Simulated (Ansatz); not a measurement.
# Decaying states in the gap of TeH3Br, part 2 of 3

A new crystal, TeH3Br: structure, gap and complex bands. It is built by putting Te for O in the H3BrO structure of space group Cm, with the volume rescaled by atomic radii. The parent structure comes from the Materials Project.

Ansatz 0.2.0; PBE DFT, plane waves, PAW files (the session's first sound run).

So far. Step 2 (Relaxing the new crystal): The largest force component on a free atom ends at 0.0014 eV/Å.

The structure was built from a prototype and need not be the compound's stable phase.

**3. Band edges**

The energy window and the wavevectors of the next steps follow from the band edges, so these are searched first, off the mesh as well.

Input file input.yaml:

```yaml
crystal:
  lattice:
    - [4.0974274045, -2.8574274448, -0.0388482622]
    - [4.0974274045, 2.8574274448, -0.0388482622]
    - [-2.0602992565, 0.0, 4.5507717269]
  atoms:
    - { symbol: H, position: [0.7186590621, 0.7186590621, 0.7117831246] }
    - { symbol: H, position: [0.7188276654, 0.2923856786, 0.2855045619] }
    - { symbol: H, position: [0.2923856786, 0.7188276654, 0.2855045619] }
    - { symbol: Br, position: [1.039831774, 1.039831774, -0.03555711] }
    - { symbol: Te, position: [0.48887782, 0.48887782, 0.5153058616] }
kpoints:
  mp_grid: { grid: [6, 6, 6] }
  band_path: { path: [VBM, CBM], npoints: 30 }
scf:
  occupations: { method: fixed }
hamiltonian:
  xc: pbe
output:
  eigenvalues: true
  write_potential: true
  write_density: true
  volumetric_format: npy
```

Command:

```bash
$ ansatz run input.yaml --threads 2 --pin off --max-ram 4096MiB --backend cpu --events-out ev --progress --plain --runs-dir out
```

Numbers of over 12 decimals in the logs are rounded to 6 here.

Output:

```text
[...]
Crystal: 5 atoms, lattice volume = 106.104 Å³
Basis set: ecut = 420 eV, 2083 PW (Γ)
Bands: 18, of which v1, the nominal top of the filled ones, is band 13 counted from 1 (12 counted from 0)
Symmetry: 2 space group operations
[...]
k-points: 68 of 216 (time reversal used)
[...]
SCF iter   1: F=—  HF=-9810.692679 eV  |F-HF|=—  |Δ(HF+E_count)|=         —  Δρ=3.88e-3  dr2=4.51e-2  ethr=1.77e-3  ⟨swp⟩=5.0  Hψ=5810  notcnv=0  defer=202
[...]
SCF iter   7: F=-9810.680099 eV  HF=-9810.680099 eV  |F-HF|=5.84e-9  |Δ(HF+E_count)|=   1.04e-7  Δρ=2.68e-6  dr2=5.79e-9  ethr=3.85e-10  ⟨swp⟩=10.2  Hψ=6152  notcnv=0
SCF 1 converged in 7 iterations: F = -9810.680099 eV  dr2 = 5.79e-9
[...]
NSCF: frozen V_eff on 68 k-points
[...]
SCF converged after 7 iterations
Free energy (F): -9810.680099 eV
[...]
Internal energy: -9810.680099 eV  (E = F + TS)
E sigma→0 (E₀):  -9810.680099 eV
Fermi energy:    1.549367 eV
[...]
--- Band table (eV; the first three rows and the last of 68) ---
  k-point 0: bands = [... 9 lower, -1.2057, 1.0194, 1.1187, 1.1197, 5.0241, 5.0242, 5.3611, 7.3960, ... 1 higher]
  k-point 1: bands = [... 9 lower, -1.2052, 0.7208, 0.8372, 1.0151, 5.2757, 5.4317, 5.9358, 7.6347, ... 1 higher]
  k-point 2: bands = [... 9 lower, -1.1812, 0.3448, 0.3678, 0.6498, 6.0292, 6.2212, 6.9243, 8.1144, ... 1 higher]
  k-point 67: bands = [... 9 lower, -1.7781, 0.0149, 0.0150, 0.4322, 6.6343, 6.6363, 7.3523, 9.0353, ... 1 higher]
```

Elapsed: 10 s, on 2 threads of Intel Xeon 6975P-C (Granite Rapids), shared host; peak memory 0.45 GiB.

Reading the cycles: dr2 is the Hartree energy of the density residual (eV), the measure of convergence; HF is the Harris–Foulkes estimate of the energy, which meets the free energy F at convergence.

This step gave:

| Property | Result |
| --- | --- |
| free energy | -9810.6801 eV |
| Fermi energy | 1.549 eV |
| gap on the k-mesh | 3.434 eV |
| gap on path | 3.434 eV, by band count; negative where bands overlap |
| direct gap on path | 3.434 eV |
| edge places on path | 0, 0.8454 1/A along the path |

The electronic bands at the labelled points (eV, zero at the Fermi level (highest filled level under fixed occupations); v1 is the highest filled band, c1 the lowest empty one):

```
point     v4     v3     v2    v1    c1    c2    c3    c4
  VBM  -3.47  -0.39  -0.27  0.00  3.43  3.72  5.14  5.63
  CBM  -3.47  -0.39  -0.27  0.00  3.43  3.72  5.14  5.63
```

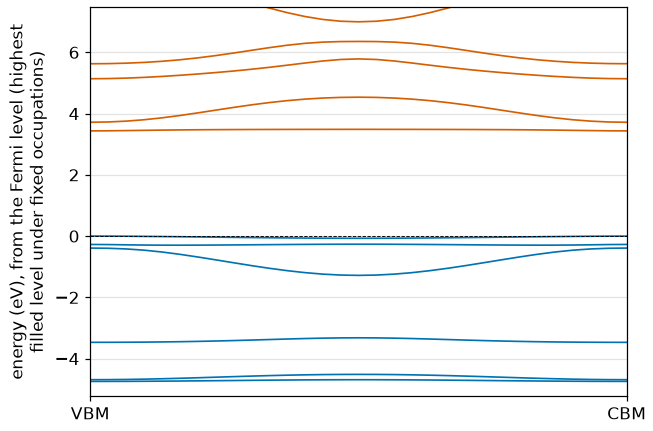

Electronic bands along the path; lines of filled and empty bands in two colours.

The searched edges give 3.43 eV, as on the mesh.

**4. Decaying states in the gap, plane (100)**

This step: PBE DFT, plane waves, PAW files; complex bands by layer matching along the plane's normal (Ansatz 0.2.0).

The same crystal is laid in a cell whose first two vectors span the (100) plane (indices of the standard conventional cell, whose axes can be ordered otherwise than in the bulk input). At fixed energy and wavevector in the plane the solver finds all kz, real and complex. A few wavevectors are listed, (0, 0) and (-0.5, -0.5) in units of the plane's reciprocal vectors; the slowest state needn't be among them.

Input file input.yaml:

```yaml
crystal:
  lattice:
    - [5.71485489, 0.0, 0.0]
    - [0.0, 4.995433548, 0.0]
    - [2.857427445, 1.725318959, 3.716677954]
  atoms:
    - { symbol: H, position: [0.7186590621, 0.7117831246, 0.5626818758] }
    - { symbol: H, position: [0.7188276654, 0.2855045619, 0.988786656] }
    - { symbol: H, position: [0.2923856786, 0.2855045619, 0.988786656] }
    - { symbol: Br, position: [0.039831774, 0.96444289, 0.920336452] }
    - { symbol: Te, position: [0.48887782, 0.5153058616, 0.02224436] }
kpoints:
  mp_grid: { grid: [6, 6, 6] }
scf:
  occupations: { method: fixed }
hamiltonian:
  xc: pbe
output:
  eigenvalues: true
  transmission:
    leads: [[0, 0]]
    kpoints: [[0.0, 0.0], [-0.5, -0.5]]
    e_range: [-1.0, 4.43]
    de: 0.11
```

Output:

```text
[...]
Crystal: 5 atoms, lattice volume = 106.104 Å³
Basis set: ecut = 420 eV, 2083 PW (Γ)
Bands: 18, of which v1, the nominal top of the filled ones, is band 13 counted from 1 (12 counted from 0)
Symmetry: 2 space group operations
[...]
k-points: 68 of 216 (time reversal used)
[...]
SCF iter   1: F=—  HF=-9810.692641 eV  |F-HF|=—  |Δ(HF+E_count)|=         —  Δρ=3.87e-3  dr2=4.50e-2  ethr=1.77e-3  ⟨swp⟩=5.0  Hψ=5817  notcnv=0  defer=202
[...]
SCF iter   7: F=-9810.680092 eV  HF=-9810.680092 eV  |F-HF|=5.67e-9  |Δ(HF+E_count)|=   1.03e-7  Δρ=2.68e-6  dr2=5.85e-9  ethr=3.85e-10  ⟨swp⟩=10.2  Hψ=6179  notcnv=0
SCF 1 converged in 7 iterations: F = -9810.680092 eV  dr2 = 5.85e-9
[...]
transmission: 6 of 12 steps passed
transmission: 12 of 12 steps passed
SCF converged after 7 iterations
Free energy (F): -9810.680092 eV
[...]
Internal energy: -9810.680092 eV  (E = F + TS)
E sigma→0 (E₀):  -9810.680092 eV
Fermi energy:    1.549370 eV
[...]
--- Band table (eV; the first three rows and the last of 68) ---
  k-point 0: bands = [... 9 lower, -1.2057, 1.0194, 1.1187, 1.1197, 5.0241, 5.0243, 5.3611, 7.3961, ... 1 higher]
  k-point 1: bands = [... 9 lower, -1.2820, 0.3638, 1.1090, 1.1554, 5.0760, 5.2856, 6.4493, 7.4053, ... 1 higher]
  k-point 2: bands = [... 9 lower, -1.7431, 0.6935, 1.1850, 1.2332, 5.2001, 5.3845, 6.9039, 7.3957, ... 1 higher]
  k-point 67: bands = [... 9 lower, -1.8296, 0.4983, 1.2702, 1.4947, 5.0305, 5.9054, 7.0581, 7.6997, ... 1 higher]
--- Transmission ---
  basis      : 251 plane waves across, 6 finite elements along
  points     : 2, as listed
  energies   : 50 from -1.000000 to 4.390000 eV about the Fermi level, 0.110000 eV apart; the leads are filled to 1.717008 eV, and channels, transmission and decay are at 1.750000 eV
  crystal 0  : H3Br1Te1, at the sites [0, 0], period 3.7167 Å: whole cells are its period
    offset         : up to 0.0000 Å between an atom of the period and one for which it stands
    channels       : 0.000000e0 a spin
    conductance    : none, the energies end too early or step too widely for 300 K: set another output.transmission.e_range or a lower de, or, where they end at an eighth of basis.ecutwfc, a higher one
    slowest decay  : 0.2205 /Å at (0.0000, 0.0000)
```

It took 24 s on 2 threads; peak memory 0.67 GiB; 35 s of CPU time.

This step gave:

* level to which the leads are filled: 1.717 eV from the Fermi level
* decay constant at the filling level, zone centre: 0.2205 Å⁻¹
* decay constant at the filling level, slowest listed point: 0.2205 Å⁻¹

K parallel (0, 0); values up to 1.5 1/Å, a degenerate pair printed once or twice; energies at which all values exceed this have no row. Table of Im kz of the slowest decaying states by energy, zero at the highest filled level on the SCF mesh:

```
energy (eV)  decay 1 (Å⁻¹)  decay 2 (Å⁻¹)  decay 3 (Å⁻¹)  decay 4 (Å⁻¹)
     -1.000          0.732          0.793          0.882           1.07
     -0.450          0.202          0.694          0.726          0.920
     -0.010          0.155          0.529          0.621          0.710
      0.540          0.171          0.202          0.707          0.719
      0.980          0.208          0.218          0.698          0.733
      1.530          0.223          0.228          0.678          0.765
      1.970          0.216          0.228          0.657          0.702
      2.520          0.193          0.209          0.597          0.629
      2.960          0.159          0.172          0.487          0.547
      3.510          0.238          0.412          0.553          0.690
      3.950          0.126          0.426          0.494          0.511
```

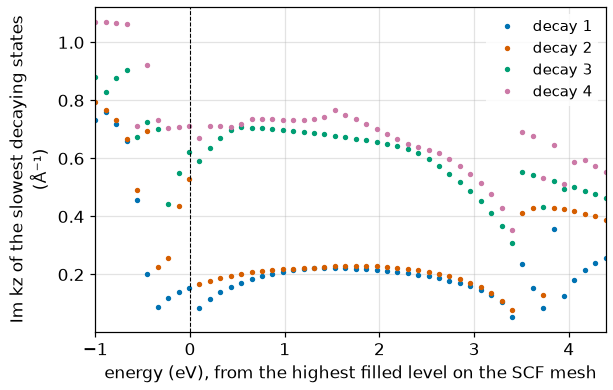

Im kz of the slowest decaying states against energy.

K parallel (-0.5, -0.5); values up to 1.5 1/Å, a degenerate pair printed once or twice; energies at which all values exceed this have no row. The Im kz of the slowest decaying states by energy, zero at the highest filled level on the SCF mesh:

```
energy (eV)  decay 1 (Å⁻¹)  decay 2 (Å⁻¹)  decay 3 (Å⁻¹)  decay 4 (Å⁻¹)
     -1.000          0.620          0.892           1.22              -
     -0.450          0.399          0.736           1.17              -
     -0.010          0.204          0.697           1.13              -
      0.540          0.203          0.595          0.705           1.07
      0.980          0.228          0.615          0.759           1.02
      1.530          0.239          0.596          0.798          0.945
      1.970          0.236          0.576          0.790          0.896
      2.520          0.217          0.556          0.692          0.870
      2.960          0.183          0.546          0.860           1.44
      3.510          0.213          0.302          0.843           1.39
      3.950          0.323          0.516          0.824           1.34
```

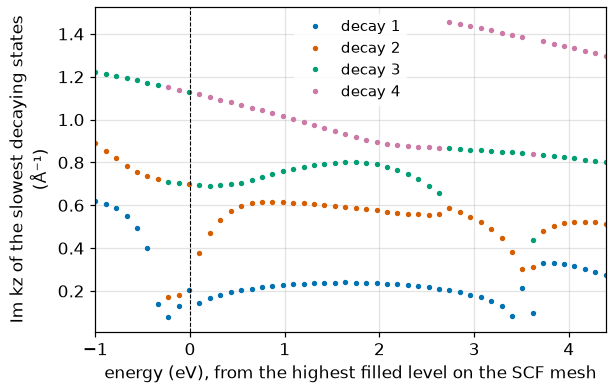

Im kz of the slowest decaying states against energy.

At the listed wavevectors the last open channel is at -0.01 eV and the next at +3.51 eV on the grid. At +1.75 eV, the grid energy nearest the filling level (the middle of the gap on the SCF mesh), the slowest state at the listed wavevectors decays with κ = 0.221 Å⁻¹, its amplitude falling by e over 4.5 Å. Through 1 nm of this crystal that state's transmission falls by exp(−2 × 0.221 Å⁻¹ × 10 Å) = 0.012.

**5. Complex bands, plane (001)**

The same for the (001) plane, at (0, 0), (-0.5, -0.5) and (-0.5, 0), to see how the decay depends on direction.

Input file input.yaml:

```yaml
crystal:
  lattice:
    - [4.995529214, 0.0, 0.0]
    - [1.72664968, 4.687642585, 0.0]
    - [1.725285919, 1.20311046, 4.531034104]
  atoms:
    - { symbol: H, position: [0.7186590621, 0.7186590621, 0.2882168754] }
    - { symbol: H, position: [0.2923856786, 0.7188276654, 0.7144954381] }
    - { symbol: H, position: [0.7188276654, 0.2923856786, 0.7144954381] }
    - { symbol: Br, position: [0.039831774, 0.039831774, 0.03555711] }
    - { symbol: Te, position: [0.48887782, 0.48887782, 0.4846941384] }
kpoints:
  mp_grid: { grid: [6, 6, 6] }
scf:
  occupations: { method: fixed }
hamiltonian:
  xc: pbe
output:
  eigenvalues: true
  transmission:
    leads: [[0, 0]]
    kpoints: [[0.0, 0.0], [-0.5, -0.5], [-0.5, 0.0]]
    e_range: [-1.0, 4.43]
    de: 0.11
```

Output:

```text
[...]
Crystal: 5 atoms, lattice volume = 106.104 Å³
Basis set: ecut = 420 eV, 2083 PW (Γ)
Bands: 18, of which v1, the nominal top of the filled ones, is band 13 counted from 1 (12 counted from 0)
Symmetry: 2 space group operations
[...]
k-points: 68 of 216 (time reversal used)
[...]
SCF iter   1: F=—  HF=-9810.692673 eV  |F-HF|=—  |Δ(HF+E_count)|=         —  Δρ=3.88e-3  dr2=4.51e-2  ethr=1.77e-3  ⟨swp⟩=5.0  Hψ=5813  notcnv=0  defer=202
[...]
SCF iter   7: F=-9810.680099 eV  HF=-9810.680099 eV  |F-HF|=5.89e-9  |Δ(HF+E_count)|=   1.04e-7  Δρ=2.68e-6  dr2=5.71e-9  ethr=3.85e-10  ⟨swp⟩=10.2  Hψ=6179  notcnv=0
SCF 1 converged in 7 iterations: F = -9810.680099 eV  dr2 = 5.71e-9
[...]
transmission: 7 of 21 steps passed
transmission: 14 of 21 steps passed
transmission: 21 of 21 steps passed
SCF converged after 7 iterations
Free energy (F): -9810.680099 eV
[...]
Internal energy: -9810.680099 eV  (E = F + TS)
E sigma→0 (E₀):  -9810.680099 eV
Fermi energy:    1.549367 eV
[...]
--- Band table (eV; the first three rows and the last of 68) ---
  k-point 0: bands = [... 9 lower, -1.2057, 1.0194, 1.1187, 1.1197, 5.0241, 5.0242, 5.3611, 7.3960, ... 1 higher]
  k-point 1: bands = [... 9 lower, -1.2052, 0.7208, 0.8372, 1.0151, 5.2757, 5.4317, 5.9358, 7.6347, ... 1 higher]
  k-point 2: bands = [... 9 lower, -1.1812, 0.3448, 0.3678, 0.6498, 6.0292, 6.2212, 6.9243, 8.1144, ... 1 higher]
  k-point 67: bands = [... 9 lower, -1.7781, 0.0149, 0.0150, 0.4322, 6.6343, 6.6363, 7.3523, 9.0353, ... 1 higher]
--- Transmission ---
  basis      : 209 plane waves across, 7 finite elements along
  points     : 3, as listed
[...]
crystal 0  : Br1H3Te1, at the sites [0, 0], period 4.5310 Å: whole cells are its period
[...]
channels       : 0.000000e0 a spin
[...]
slowest decay  : 0.3160 /Å at (-0.5000, -0.5000)
```

The job ended after 17 s (2 threads; peak memory 0.69 GiB).

This step gave:

| Property | Result |
| --- | --- |
| decay constant at the filling level, zone centre | 0.3380 Å⁻¹ |
| decay constant at the filling level, slowest listed point | 0.316 Å⁻¹ |

K parallel (0, 0); values up to 1.5 1/Å, a degenerate pair printed once or twice; energies at which all values exceed this have no row. The Im kz of the slowest decaying states by energy, zero at the highest filled level on the SCF mesh:

```
energy (eV)  decay 1 (Å⁻¹)  decay 2 (Å⁻¹)  decay 3 (Å⁻¹)  decay 4 (Å⁻¹)
     -1.000          0.671           1.14           1.19              -
     -0.450         0.0590          0.677           1.11           1.14
     -0.010          0.234          0.264          0.676           1.08
      0.540          0.312          0.342          0.667           1.04
      0.980          0.338          0.365          0.656           1.01
      1.530          0.343          0.367          0.637          0.952
      1.970          0.329          0.350          0.617          0.904
      2.520          0.288          0.306          0.589          0.839
      2.960          0.226          0.246          0.561          0.782
      3.510          0.115          0.521          0.705          0.789
      3.950          0.482          0.636          0.743           1.43
```

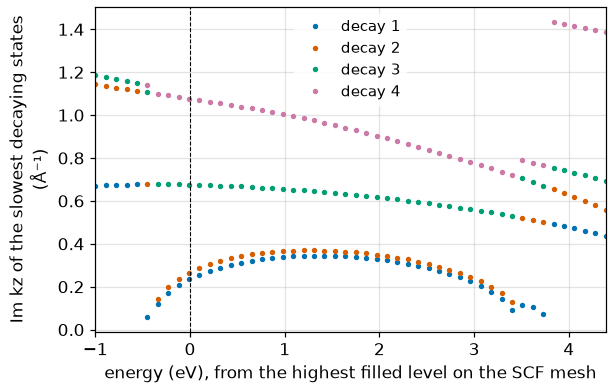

Im kz of the slowest decaying states, plotted against energy.

K parallel (-0.5, -0.5); values up to 1.5 1/Å, a degenerate pair printed once or twice; energies at which all values exceed this have no row. Im kz of the slowest decaying states against energy, zero at the highest filled level on the SCF mesh:

```
energy (eV)  decay 1 (Å⁻¹)  decay 2 (Å⁻¹)  decay 3 (Å⁻¹)  decay 4 (Å⁻¹)
     -1.000          0.635           1.36              -              -
     -0.450          0.616           1.31           1.47              -
     -0.010          0.178          0.271          0.593           1.27
      0.540          0.233          0.279          0.401          0.550
      0.980          0.285          0.316          0.488           1.19
      1.530          0.313          0.335          0.488           1.14
      1.970          0.314          0.332          0.480           1.10
      2.520          0.286          0.307          0.460           1.04
      2.960          0.226          0.264          0.439          0.999
      3.510          0.152          0.406          0.942           1.03
      3.950          0.372          0.893          0.969           1.19
```

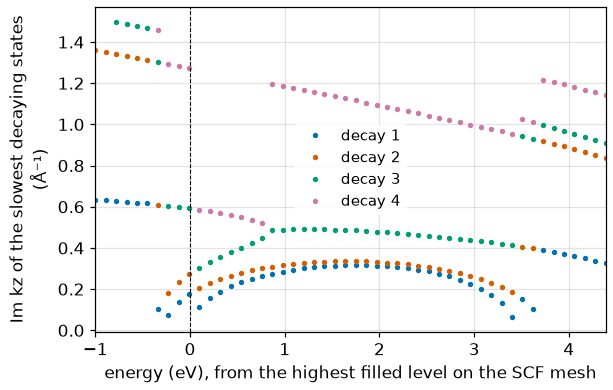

Im kz of the slowest decaying states against energy.

K parallel (-0.5, 0); values up to 1.5 1/Å, a degenerate pair printed once or twice; energies at which all values exceed this have no row. Im kz of the slowest decaying states against energy, zero at the highest filled level on the SCF mesh:

```
energy (eV)  decay 1 (Å⁻¹)  decay 2 (Å⁻¹)  decay 3 (Å⁻¹)  decay 4 (Å⁻¹)
     -1.000          0.969           1.18              -              -
     -0.450          0.928           1.12              -              -
     -0.010          0.225          0.894           1.08              -
      0.540          0.263          0.346          0.848           1.02
      0.980          0.322          0.396          0.809          0.982
      1.530          0.354          0.427          0.757          0.928
      1.970          0.359          0.383          0.480          0.713
      2.520          0.326          0.515          0.652          0.832
      2.960          0.263          0.525          0.598          0.758
      3.510          0.157          0.520          0.685          0.782
      3.950          0.463          0.485          0.626          0.747
```

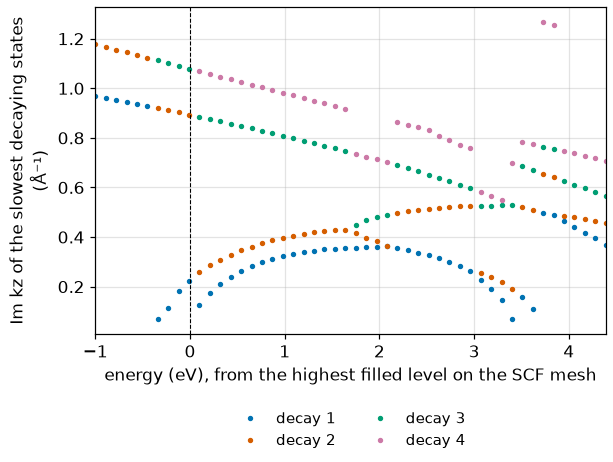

Im kz of the slowest decaying states against energy.

At the listed wavevectors the last open channel is at -0.01 eV and the next at +3.51 eV on the grid. At +1.75 eV, the grid energy nearest the filling level (the middle of the gap on the SCF mesh), the slowest state at the listed wavevectors decays with κ = 0.316 Å⁻¹, its amplitude falling by e over 3.2 Å; the first such run, plane (100), gave 0.221 Å⁻¹.

**6. Band edges at another level, cutoff 500 eV**

This step: r2SCAN DFT, plane waves, PAW files (Ansatz 0.2.0).

The edges again with r2SCAN, at the same atoms. Against that run the cutoff is 500 eV against 420.

Input file input.yaml:

```yaml
crystal:
  lattice:
    - [4.0974274045, -2.8574274448, -0.0388482622]
    - [4.0974274045, 2.8574274448, -0.0388482622]
    - [-2.0602992565, 0.0, 4.5507717269]
  atoms:
    - { symbol: H, position: [0.7186590621, 0.7186590621, 0.7117831246] }
    - { symbol: H, position: [0.7188276654, 0.2923856786, 0.2855045619] }
    - { symbol: H, position: [0.2923856786, 0.7188276654, 0.2855045619] }
    - { symbol: Br, position: [1.039831774, 1.039831774, -0.03555711] }
    - { symbol: Te, position: [0.48887782, 0.48887782, 0.5153058616] }
kpoints:
  mp_grid: { grid: [6, 6, 6] }
  band_path: { path: [VBM, CBM], npoints: 30 }
scf:
  occupations: { method: fixed }
hamiltonian:
  xc: r2scan
output:
  eigenvalues: true
```

Output:

```text
[...]
Crystal: 5 atoms, lattice volume = 106.104 Å³
Basis set: ecut = 500 eV, 2677 PW (Γ), exchange–correlation on 160×160×160 points (64 copies of the dense FFT grid, shifted against one another)
Bands: 18, of which v1, the nominal top of the filled ones, is band 13 counted from 1 (12 counted from 0)
Symmetry: 2 space group operations
[...]
k-points: 68 of 216 (time reversal used)
[...]
SCF iter   1: F=—  HF=-9835.534842 eV  |F-HF|=—  |Δ(HF+E_count)|=         —  Δρ=5.32e-3  dr2=8.64e-2  dr2_τ=1.08e-2  ethr=1.77e-3  ⟨swp⟩=5.0  Hψ=5818  notcnv=0  defer=202
[...]
SCF iter   7: F=-9835.473574 eV  HF=-9835.473574 eV  |F-HF|=3.18e-9  |Δ(HF+E_count)|=   2.19e-7  Δρ=3.12e-6  dr2=1.36e-8  dr2_τ=4.71e-10  ethr=3.85e-10  ⟨swp⟩=10.0  Hψ=6075  notcnv=0
SCF 1 converged in 7 iterations: F = -9835.473574 eV  dr2 = 1.36e-8
[...]
SCF converged after 7 iterations
Free energy (F): -9835.473574 eV
[...]
Internal energy: -9835.473574 eV  (E = F + TS)
E sigma→0 (E₀):  -9835.473574 eV
Fermi energy:    1.233374 eV
[...]
--- Band table (eV; the first three rows and the last of 68) ---
  k-point 0: bands = [... 9 lower, -1.6018, 0.6789, 0.7873, 0.7883, 5.0753, 5.0756, 5.4994, 7.4852, ... 1 higher]
  k-point 1: bands = [... 9 lower, -1.5995, 0.3856, 0.5081, 0.6846, 5.3406, 5.4842, 6.0655, 7.7112, ... 1 higher]
  k-point 2: bands = [... 9 lower, -1.5718, 0.0127, 0.0338, 0.3185, 6.1017, 6.2832, 7.0589, 8.1686, ... 1 higher]
  k-point 67: bands = [... 9 lower, -2.1725, -0.3185, -0.3184, 0.0911, 6.7101, 6.7122, 7.3883, 9.2556, ... 1 higher]
```

The job ended after 21 s (2 threads; peak memory 0.65 GiB).

This step gave:

```yaml
free_energy: -9835.4736 eV
fermi_energy: 1.233 eV
gap_on_the_k_mesh: 3.840 eV
gap_on_path: 3.840 eV, by band count; negative where bands overlap
direct_gap_on_path: 3.840 eV
```

Electronic bands along the path, in eV, zero at the Fermi level (highest filled level under fixed occupations); v1 is the highest filled band, c1 the lowest empty one:

```
point     v4     v3     v2    v1    c1    c2    c3    c4
  VBM  -3.57  -0.41  -0.28  0.00  3.84  4.10  5.45  6.17
  CBM  -3.57  -0.41  -0.28  0.00  3.84  4.09  5.45  6.18
```

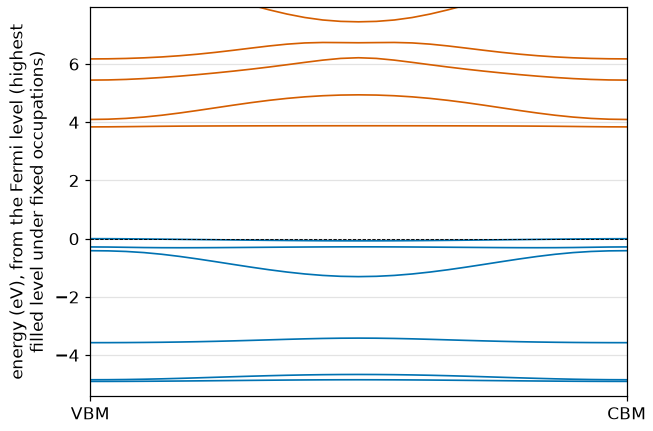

Electronic bands along the path; lines of filled and empty bands in two colours.

The searched edges give 3.84 eV, as on the mesh.

For the gap on path, step 3 gave 3.43 eV; this run, with r2SCAN and cutoff 500 eV, gives 3.84 eV.

(Continued in part 3 of 3.)

[Logs are printed without paths, hosts, clocks, repeated set-up lines and the standing remarks that a program may print on its own settings, such as how far it seeks lower states.]

[Hosts, paths, dates, database ids (printed as entryN), source tags and the programs' standing remarks are cut or masked in the printed files.]

[New means built here by substitution; the compound itself may be known and measured.]
